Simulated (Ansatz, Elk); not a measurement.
# Bonding as seen by X-rays: Li2SnP2

Structure refinements treat a crystal as free atoms side by side. For a made-up structure of Li2SnP2 (cell and positions from a PBEsol relaxation) the runs below show what the calculated density changes in F(hkl).

Method: DFT, PBE, all-electron APW+lo, Dirac cores, scalar-relativistic bands, static density, no spin, in Elk 11.2.3 (patched build).

The structure was built from a prototype and need not be the compound's stable phase.

### 1. Set-up

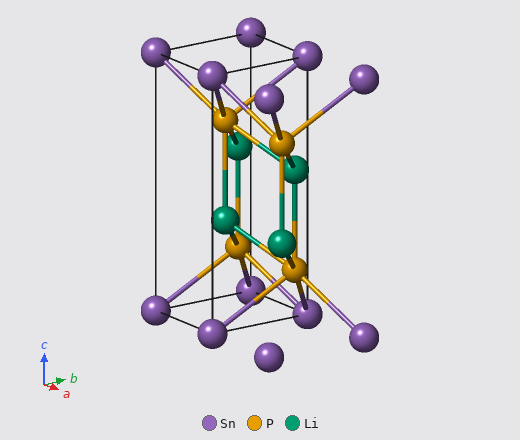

Start, viewed slightly off an axis; tin purple, phosphorus orange, lithium teal. 2×1×1 cells are drawn. Bonds to atoms that aren't drawn are left out. Some periodic images of atoms are drawn too.

### 2. Ground state and structure factors

An all-electron density is needed, since X-rays see the cores too. Task 0 finds the density and task 195 Fourier-transforms it; tshift is off so that phases refer to the origin typed.

elk.in reads:

```
tasks
  0
  195

xctype
  20

spinpol
  .false.

rgkmax
  7.0

gmaxvr
  14.0

lmaxo
  7

lmaxapw
  8

swidth
  0.002

tshift
  .false.

ramdisk
  .false.

hmaxvr
  5.5

maxscl
  120

epspot
  1e-06

sppath
  './'

avec
  7.36459512021 0.00000000000 -0.00000000000
  -3.68229756010 6.37792646269 0.00000000000
  -0.00000000000 -0.00000000000 12.56853865790

atoms
  3
  'Sn.in'
  1
  0.0000000000 -0.0000000000 -0.0000000000   0.000000 0.000000 0.000000
  'P.in'
  2
  0.3333333333 0.6666666667 0.2273079693   0.000000 0.000000 0.000000
  0.6666666667 0.3333333333 0.7726920307   0.000000 0.000000 0.000000
  'Li.in'
  2
  0.3333333333 0.6666666667 0.6152085690   0.000000 0.000000 0.000000
  0.6666666667 0.3333333333 0.3847914310   0.000000 0.000000 0.000000

ngridk
  7 7 4
```

Run with:

```bash
$ OMP_NUM_THREADS=4 elk
```

Numbers of over 12 decimals in the logs are rounded to 6 here.

The program printed:

```text
┌─────────────────────────┐
│ Elk code version 11.2.3 │
└─────────────────────────┘

All units are atomic (Hartree, Bohr, etc.)

┌─────────────────────────────────────────────────┐
│ Ground-state run starting from atomic densities │
└─────────────────────────────────────────────────┘

Lattice vectors :
   7.364595120       0.000000000      -0.000000000
  -3.682297560       6.377926463       0.000000000
  -0.000000000      -0.000000000       12.56853866

Reciprocal lattice vectors :
  0.8531609959      0.4925727306       0.000000000
   0.000000000      0.9851454613       0.000000000
   0.000000000       0.000000000      0.4999137512

Unit cell volume      :    590.3548951
Brillouin zone volume :   0.4201713504

Muffin-tin inner radius fraction :   0.1000000000E-01

Nuclei treated as point charges

Species : 1 (Sn)
 parameters loaded from : Sn.in
 name : tin
 nuclear charge    :   -50.00000000
 electronic charge :    50.00000000
 atomic mass :    216395.0922
 muffin-tin radius :    2.600000000
 number of radial points in muffin-tin :   1193
 inner part over the whole radius :   0.9914297220E-02
 number on inner part of muffin-tin    :    850
 approximate nuclear radius :   0.8828114845E-04
 number of mesh points to nuclear radius :    428
 atomic positions (lattice), magnetic fields (Cartesian) :
  1 :   0.00000000  0.00000000  0.00000000    0.00000000  0.00000000  0.00000000

Species : 2 (P)
 parameters loaded from : P.in
 name : phosphorus
 nuclear charge    :   -15.00000000
 electronic charge :    15.00000000
 atomic mass :    56461.71230
 muffin-tin radius :    2.200000000
 number of radial points in muffin-tin :    793
 inner part over the whole radius :   0.9987340520E-02
 number on inner part of muffin-tin    :    554
 approximate nuclear radius :   0.6081821256E-04
 number of mesh points to nuclear radius :    248
 atomic positions (lattice), magnetic fields (Cartesian) :
  1 :   0.33333333 -0.33333333  0.22730797    0.00000000  0.00000000  0.00000000
  2 :  -0.33333333  0.33333333 -0.22730797    0.00000000  0.00000000  0.00000000

Species : 3 (Li)
 parameters loaded from : Li.in
 name : lithium
 nuclear charge    :   -3.000000000
 electronic charge :    3.000000000
 atomic mass :    12652.66898
 muffin-tin radius :    1.800000000
 number of radial points in muffin-tin :    593
 inner part over the whole radius :   0.9806707936E-02
 number on inner part of muffin-tin    :    401
 approximate nuclear radius :   0.4000070961E-04
 number of mesh points to nuclear radius :    148
 atomic positions (lattice), magnetic fields (Cartesian) :
  1 :   0.33333333 -0.33333333 -0.38479143    0.00000000  0.00000000  0.00000000
  2 :  -0.33333333  0.33333333  0.38479143    0.00000000  0.00000000  0.00000000

Total number of atoms per unit cell :    5
Total muffin-tin volume :    211.6847018
 ratio of muffin-tin to unit cell volume :   0.3585719430

Spin treatment :
 spin-unpolarised

Number of Bravais lattice symmetries :   24
Number of crystal symmetries         :   12
Crystal has inversion symmetry
Real symmetric eigensolver will be used

k-point grid :      7     7     4
k-point offset :    0.000000000       0.000000000       0.000000000
k-point set is reduced with full crystal symmetry group
Total number of k-points :       28

Muffin-tin radius times maximum |G+k| :    7.000000000
 using average radius
Maximum |G+k| for APW functions       :    3.301886792
Maximum (1/2)|G+k|²                   :    5.451228195
Maximum |G| for potential and density :    14.00000000
Constant for pseudocharge density :    9
 order of it for each species :   16  16  16
 order of it for pair densities of each species (exact exchange by exxq0 0: 17) :   15  10   5
Radial integration step length :    1

G-vector grid sizes :     35    35    60
Number of G-vectors :    27429

Maximum angular momentum used for
 APW functions            :    8
 outer part of muffin-tin :    7
 inner part of muffin-tin :    2

Total nuclear charge    :   -86.00000000
[...]
core                        :    50.00000000
 valence                     :    36.00000000
 interstitial                :    6.873306325
 muffin-tins (core leakage)
  species : 1 (Sn)
   atom 1                    :    47.66483932     (  0.6916115217E-04)
  species : 2 (P)
   atom 1                    :    13.54617908     (  0.3101526105E-03)
   atom 2                    :    13.54617908     (  0.3101526105E-03)
  species : 3 (Li)
   atom 1                    :    2.184748097     (   0.000000000    )
   atom 2                    :    2.184748097     (   0.000000000    )
 total in muffin-tins        :    79.12669368
 total calculated charge     :    85.99978483
 total charge                :    86.00000000
 error                       :   0.2151714212E-03

RMS change in Kohn-Sham potential (target) :    7.613095917     (  0.1000000000E-05)
Absolute change in total energy (target)   :    2.745385492     (  0.1000000000E-03)

[... loops 3 to 15 left out ...]

┌──────────────────┐
│ Loop number : 16 │
└──────────────────┘

Energies :
 Fermi                       :     0.185199
 sum of occupied eigenvalues :     -4117.5722591063
 electron kinetic            :      7206.6899058813
 core electron kinetic       :      6937.0849761500
 Coulomb                     :     -13869.454644515
 Coulomb potential           :     -11043.564829581
 nuclear-nuclear             :     -565.43367345713
 electron-nuclear            :     -15574.698522645
 Hartree                     :      2270.6775515873
 Madelung                    :     -8347.6722297245
 xc potential                :     -280.69733540624
 exchange                    :     -211.56589348915
 correlation                 :     -4.052460
 electron entropic           :    -0.33764619146134E-03
 total energy                :     -6878.3834302646

Density of states at Fermi energy :    26.08625999
 (states/Hartree/unit cell)

Estimated indirect band gap :   0.5156651091E-02
 from k-point 10 to k-point 13
Estimated direct band gap   :   0.2714320560E-01
 at k-point 4

Charges :
 core                        :    50.00000000
 valence                     :    36.00000000
 interstitial                :    6.850074709
 muffin-tins (core leakage)
  species : 1 (Sn)
[...]
species : 2 (P)
[...]
species : 3 (Li)
   atom 1                    :    2.172717066     (   0.000000000    )
   atom 2                    :    2.172717066     (   0.000000000    )
 total in muffin-tins        :    79.14992529
 total calculated charge     :    85.99977254
 total charge                :    86.00000000
 error                       :   0.2274641378E-03

RMS change in Kohn-Sham potential (target) :   0.7548232989E-06 (  0.1000000000E-05)
Absolute change in total energy (target)   :   0.2669430614E-05 (  0.1000000000E-03)

Convergence targets achieved

┌──────────────────┐
│ Loop number : 17 │
└──────────────────┘

Energies :
 Fermi                       :     0.185199
 sum of occupied eigenvalues :     -4117.5722590947
 electron kinetic            :      7206.6899064617
 core electron kinetic       :      6937.0849758185
 Coulomb                     :     -13869.454645285
 Coulomb potential           :     -11043.564827192
 nuclear-nuclear             :     -565.43367345713
 electron-nuclear            :     -15574.698526512
 Hartree                     :      2270.6775546841
 Madelung                    :     -8347.6722316892
 xc potential                :     -280.69733836458
 exchange                    :     -211.56589351682
 correlation                 :     -4.052460
 electron entropic           :    -0.33764628324158E-03
 total energy                :     -6878.3834304855

Density of states at Fermi energy :    26.08626676
 (states/Hartree/unit cell)

Estimated indirect band gap :   0.5156646507E-02
 from k-point 10 to k-point 13
Estimated direct band gap   :   0.2714319833E-01
 at k-point 4

Charges :
 core                        :    50.00000000
 valence                     :    36.00000000
 interstitial                :    6.850074675
 muffin-tins (core leakage)
  species : 1 (Sn)
   atom 1                    :    48.09009177     (  0.6578760480E-04)
  species : 2 (P)
   atom 1                    :    13.35719972     (  0.3128992324E-03)
   atom 2                    :    13.35719972     (  0.3128992324E-03)
  species : 3 (Li)
   atom 1                    :    2.172717056     (   0.000000000    )
   atom 2                    :    2.172717056     (   0.000000000    )
 total in muffin-tins        :    79.14992533
 total calculated charge     :    85.99977254
 total charge                :    86.00000000
 error                       :   0.2274641076E-03

┌──────────────────────────────┐
│ Self-consistent loop stopped │
└──────────────────────────────┘

Warning : core states of species 2 leak from the muffin-tin :   0.3128992324E-03

Wrote STATE.OUT
```

Run time: 28 s. Hardware: 4 threads of Arm Neoverse V1, shared host; peak memory 0.16 GiB.

SFACRHO.OUT:

```text

h k l indices transformed by vhmat matrix:
   1.000000000       0.000000000       0.000000000    
   0.000000000       1.000000000       0.000000000    
   0.000000000       0.000000000       1.000000000    

      h      k      l  multipl.   |H|            Re(F)            Im(F)           |F|

      0      0      0      1   0.0000000       85.999999     -0.63951688E-16   85.999999    
      0      0      1      2  0.49991375       47.870868      0.17921794E-14   47.870868    
      1     -1      0      6  0.98514546       29.479335      0.30723075E-14   29.479335    
      0      0     -2      2  0.99982750       21.008349      0.43524356E-14   21.008349    
      0     -1      1      6   1.1047286       24.794433     -0.36483651E-14   24.794433    
     -1      0      1      6   1.1047286       59.464585      0.48644869E-14   59.464585    
      0     -1      2      6   1.4036262       41.210228      -0.0000000       41.210228    
      0      1      2      6   1.4036262       56.951256      0.17921794E-14   56.951256    
      0      0      3      2   1.4997413       32.505911     -0.40964100E-14   32.505911    
      2     -1      0      6   1.7063220       58.573379     -0.42627550E-15   58.573379    
      1     -2     -1     12   1.7780463       36.610649     -0.11521153E-14   36.610649    
     -1      1     -3      6   1.7943621       22.899285     -0.13921393E-14   22.899285    
      1      0      3      6   1.7943621       55.455573      0.51205125E-15   55.455573    
      0     -2      0      6   1.9702909       24.840730     -0.25602562E-15   24.840730    
     -1     -1      2     12   1.9776728       18.862421     -0.76807687E-14   18.862421    
      0      0     -4      2   1.9996550       46.035304     -0.51845189E-14   46.035304    
     -2      2     -1      6   2.0327223       21.624219     -0.10881089E-13   21.624219    
     -2      2      1      6   2.0327223       47.128732      0.12289230E-13   47.128732
```

Elk indexes on the primitive cell of elk.in and gives |H| = 4π sin θ/λ in inverse bohr. Below, one row stands for each form hkl of the conventional cell (m members, Friedel mates merged), F is for one primitive cell and the density is static (no thermal factor). Free-atom factors are Waasmaier and Kirfel's, and R is Σm||F|−|F'||/Σm|F|.

| hkl | m | sin θ/λ (Å⁻¹) | abs F, DFT | neutral atoms | diff. |
| --- | --- | --- | --- | --- | --- |
| 001 | 2 | 0.075 | 47.871 | 48.024 | -0.153 |
| 100 | 6 | 0.148 | 29.479 | 29.829 | -0.350 |
| 002 | 2 | 0.150 | 21.008 | 21.456 | -0.448 |
| 101 | 6 | 0.166 | 24.794 | 25.067 | -0.272 |
| 011 | 6 | 0.166 | 59.465 | 59.165 | +0.299 |
| 102 | 6 | 0.211 | 41.210 | 41.263 | -0.053 |
| 012 | 6 | 0.211 | 56.951 | 56.983 | -0.032 |
| 003 | 2 | 0.226 | 32.506 | 32.614 | -0.108 |
| 110 | 6 | 0.257 | 58.573 | 58.772 | -0.199 |
| 111 | 12 | 0.267 | 36.611 | 36.706 | -0.096 |
| 013 | 6 | 0.270 | 22.899 | 22.754 | +0.145 |
| 103 | 6 | 0.270 | 55.456 | 55.698 | -0.242 |
| 200 | 6 | 0.296 | 24.841 | 24.816 | +0.025 |
| 112 | 12 | 0.297 | 18.862 | 18.731 | +0.131 |

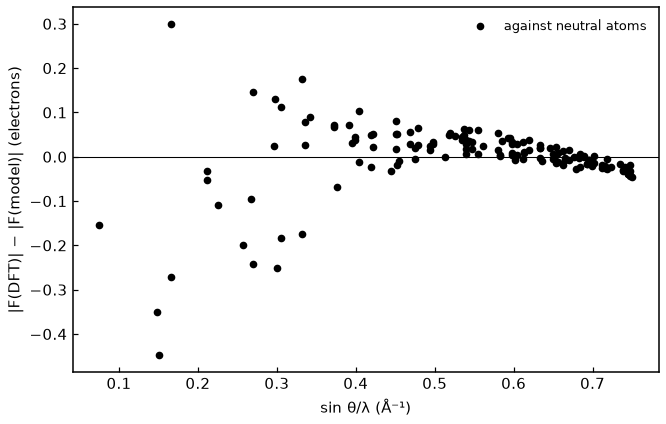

Difference between the calculated structure factors and the independent-atom ones.

### 3. The highest occupied states alone

An energy window below the Fermi level keeps the highest occupied states, to see at which angles they scatter; shallow core shells can lie inside it and anion s states outside. No new self-consistency is needed.

elk.in: that of step 2 with these lines changed.

```diff
@@ -1,3 +1,2 @@
 tasks
-  0
   195
@@ -40,2 +39,5 @@
 
+wsfac
+  -0.366040 0.485200
+
 sppath
```

Run with:

```bash
$ OMP_NUM_THREADS=4 elk
```

The program printed:

```text
┌─────────────────────────────────┐
│ Elk code version 11.2.3 started │
└─────────────────────────────────┘

Info(readinput): the functional depends on the density's gradient
 muffin-tin radial points multiplied by    2.00000
 (not where nrmtscf is given)

┌────────────────────┐
│ Current task : 195 │
└────────────────────┘

Info(sfacrho): density structure factors written to SFACRHO.OUT

 Energy window :  -0.3660400000      0.4852000000

┌──────────────────┐
│ Elk code stopped │
└──────────────────┘
```

Elapsed: 10 s, on 4 threads; peak memory 0.16 GiB.

States within 15 eV below the Fermi level hold 16.00 electrons; any levels below the window count with the cores. Their amplitudes can exceed the total, where window and core parts have opposite phase:

| hkl | sin θ/λ (Å⁻¹) | abs F, window | abs F, all |
| --- | --- | --- | --- |
| 001 | 0.075 | 2.969 | 47.871 |
| 100 | 0.148 | 1.539 | 29.479 |
| 002 | 0.150 | 3.410 | 21.008 |
| 101 | 0.166 | 2.678 | 24.794 |
| 011 | 0.166 | 3.520 | 59.465 |
| 102 | 0.211 | 0.510 | 41.210 |
| 012 | 0.211 | 1.300 | 56.951 |
| 003 | 0.226 | 0.594 | 32.506 |
| 110 | 0.257 | 0.363 | 58.573 |
| 111 | 0.267 | 0.103 | 36.611 |

### 4. Another try

In this try the input is made faulty on purpose, to show what that does.

The input is changed as shown.

elk.in: that of step 3 with these lines changed.

```diff
@@ -1,2 +1,3 @@
 tasks
+  0
   195
@@ -34,3 +35,3 @@
 maxscl
-  120
+  3
 
@@ -38,5 +39,2 @@
   1e-06
-
-wsfac
-  -0.366040 0.485200
```

Run with:

```bash
$ OMP_NUM_THREADS=4 elk
```

The program printed:

```text
┌─────────────────────────┐
│ Elk code version 11.2.3 │
└─────────────────────────┘

All units are atomic (Hartree, Bohr, etc.)

┌─────────────────────────────────────────────────┐
│ Ground-state run starting from atomic densities │
└─────────────────────────────────────────────────┘

Lattice vectors :
   7.364595120       0.000000000      -0.000000000
  -3.682297560       6.377926463       0.000000000
  -0.000000000      -0.000000000       12.56853866

Reciprocal lattice vectors :
  0.8531609959      0.4925727306       0.000000000
[...]
atom 2                    :    13.48814902     (  0.3106834189E-03)
  species : 3 (Li)
   atom 1                    :    2.201671693     (   0.000000000    )
   atom 2                    :    2.201671693     (   0.000000000    )
 total in muffin-tins        :    79.03784609
 total calculated charge     :    85.99974832
 total charge                :    86.00000000
 error                       :   0.2516847183E-03

┌──────────────────────────────┐
│ Self-consistent loop stopped │
└──────────────────────────────┘

Warning : core states of species 2 leak from the muffin-tin :   0.3106834189E-03

Wrote STATE.OUT
[key lines of the parts left out:]
total energy                :     -6878.5754346083
```

The job ended after 14 s (4 threads; peak memory 0.16 GiB).

No converged result was reached; the numbers in the log don't describe the system.

The fault put into the input: too few SCF loops.

### 5. Another functional

The difference from free atoms is small, so it is set against the change that PBEsol makes.

elk.in: that of step 4 with these lines changed.

```diff
@@ -5,3 +5,3 @@
 xctype
-  20
+  22
 
@@ -35,3 +35,3 @@
 maxscl
-  3
+  120
```

Run with:

```bash
$ OMP_NUM_THREADS=4 elk
```

The program printed:

```text
┌─────────────────────────┐
│ Elk code version 11.2.3 │
└─────────────────────────┘

All units are atomic (Hartree, Bohr, etc.)

┌─────────────────────────────────────────────────┐
│ Ground-state run starting from atomic densities │
└─────────────────────────────────────────────────┘

Lattice vectors :
   7.364595120       0.000000000      -0.000000000
  -3.682297560       6.377926463       0.000000000
  -0.000000000      -0.000000000       12.56853866

Reciprocal lattice vectors :
  0.8531609959      0.4925727306       0.000000000
[...]
atom 2                    :    13.33725582     (  0.3153151320E-03)
  species : 3 (Li)
   atom 1                    :    2.172984910     (   0.000000000    )
   atom 2                    :    2.172984910     (   0.000000000    )
 total in muffin-tins        :    79.12685809
 total calculated charge     :    85.99976122
 total charge                :    86.00000000
 error                       :   0.2387763366E-03

┌──────────────────────────────┐
│ Self-consistent loop stopped │
└──────────────────────────────┘

Warning : core states of species 2 leak from the muffin-tin :   0.3153151320E-03

Wrote STATE.OUT
[key lines of the parts left out:]
total energy                :     -6874.3751950888
```

The job ended after 30 s (4 threads; peak memory 0.16 GiB; 78 s of CPU time).

Against the first run R = 0.04 %; the largest change is +0.034 at 002.

### 6. A coarser k-mesh

About half the k-points along each axis test the sampling.

elk.in: that of step 5 with these lines changed.

```diff
@@ -5,3 +5,3 @@
 xctype
-  22
+  20
 
@@ -63,2 +63,2 @@
 ngridk
-  7 7 4
+  4 4 2
```

Run with:

```bash
$ OMP_NUM_THREADS=4 elk
```

The program printed:

```text
┌─────────────────────────┐
│ Elk code version 11.2.3 │
└─────────────────────────┘

All units are atomic (Hartree, Bohr, etc.)

┌─────────────────────────────────────────────────┐
│ Ground-state run starting from atomic densities │
└─────────────────────────────────────────────────┘

Lattice vectors :
   7.364595120       0.000000000      -0.000000000
  -3.682297560       6.377926463       0.000000000
  -0.000000000      -0.000000000       12.56853866

Reciprocal lattice vectors :
  0.8531609959      0.4925727306       0.000000000
[...]
atom 2                    :    13.36699975     (  0.3134182598E-03)
  species : 3 (Li)
   atom 1                    :    2.171379130     (   0.000000000    )
   atom 2                    :    2.171379130     (   0.000000000    )
 total in muffin-tins        :    79.16226196
 total calculated charge     :    85.99977388
 total charge                :    86.00000000
 error                       :   0.2261203607E-03

┌──────────────────────────────┐
│ Self-consistent loop stopped │
└──────────────────────────────┘

Warning : core states of species 2 leak from the muffin-tin :   0.3134182598E-03

Wrote STATE.OUT
[key lines of the parts left out:]
total energy                :     -6878.3779022546
```

The job ended after 19 s (4 threads; peak memory 0.17 GiB; 36 s of CPU time).

Against the first run R = 0.01 %; the largest change is +0.021 at 011.

### 7. Settings against the effect

| run | R against the first run (%) | R against neutral atoms, low angle (%) | wall time |
| --- | --- | --- | --- |
| PBE, rgkmax 7 | 0.00 | 0.45 | 28 s |
| PBEsol | 0.04 | 0.43 | 30 s |
| k-mesh 4×4×2 | 0.01 | 0.46 | 19 s |

### 8. Results

| Item | Value |
| --- | --- |
| R against neutral atoms, sin θ/λ < 0.3 Å⁻¹ | 0.45 % |
| R against neutral atoms, 0.3 to 0.75 Å⁻¹ | 0.12 % |

**Reading.** Independent neutral atoms miss the calculated amplitudes by R = 0.45 % below 0.3 Å⁻¹ and 0.12 % from there to 0.75 Å⁻¹; by shells, 0.88 % below 0.15 Å⁻¹ (2 forms), 0.40 % 0.15 to 0.3 (12 forms), 0.22 % 0.3 to 0.45 (22 forms), 0.10 % above 0.45 (113 forms). Bonding, aspherical density and the tables' own atoms all enter these figures, and the runs don't part them. The largest change of an amplitude is -0.45 electrons, at 002. The window's part falls from 16.0 electrons at the origin to at most 0.27 between 0.45 and 0.75 Å⁻¹. Below 0.3 Å⁻¹ the changes that finished (PBEsol and k-mesh 4×4×2) move F by R = 0.03 % at most, against the 0.45 % that separates it from free atoms. The basis has no finished test. Part of the difference isn't bonding: the tables are fits to free atoms and ions calculated by other methods than this functional. Thermal motion, anomalous dispersion and extinction are left out.

[Logs are printed without paths, hosts, clocks, repeated set-up lines and the standing remarks that a program may print on its own settings, such as how far it seeks lower states.]

[Hosts, paths, dates, database ids (printed as entryN), source tags and the programs' standing remarks are cut or masked in the printed files.]
